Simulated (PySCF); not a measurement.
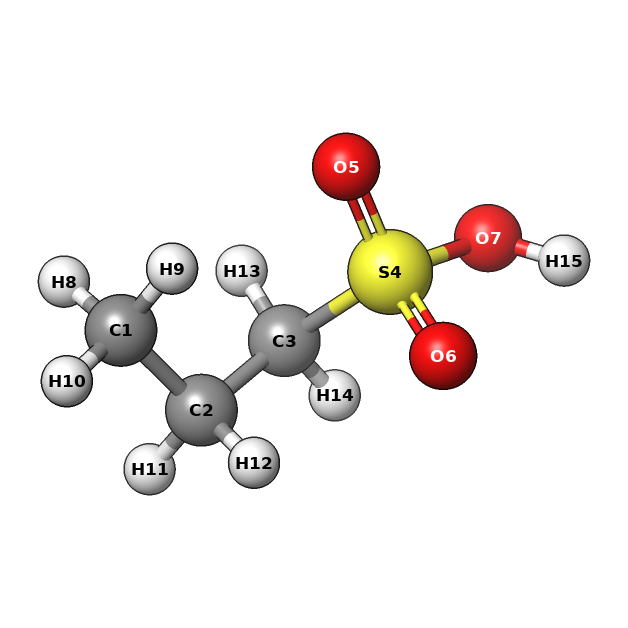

The geometry was computed by an optimisation with GFN2-xTB. No frequency run is at hand to confirm it as a minimum. Electric field gradients from the ground-state density, PBE0/pcSseg-1 (PySCF 2.14.0), non-relativistic apart from any core potentials.

Give the largest field-gradient component, the quadrupole coupling constant and the asymmetry for 33S at S4 (Q = −67.81 mb), 17O at O5 (Q = −25.6 mb), 17O at O6 (Q = −25.6 mb), 17O at O7 (Q = −25.6 mb).

```json
{"atom": "S4", "V_zz (a.u.)": "1.053", "e²qQ/h (MHz)": "−16.77", "η": "0.04"}
{"atom": "O5", "V_zz (a.u.)": "1.283", "e²qQ/h (MHz)": "−7.72", "η": "0.23"}
{"atom": "O6", "V_zz (a.u.)": "1.307", "e²qQ/h (MHz)": "−7.86", "η": "0.20"}
{"atom": "O7", "V_zz (a.u.)": "1.776", "e²qQ/h (MHz)": "−10.68", "η": "0.91"}
```
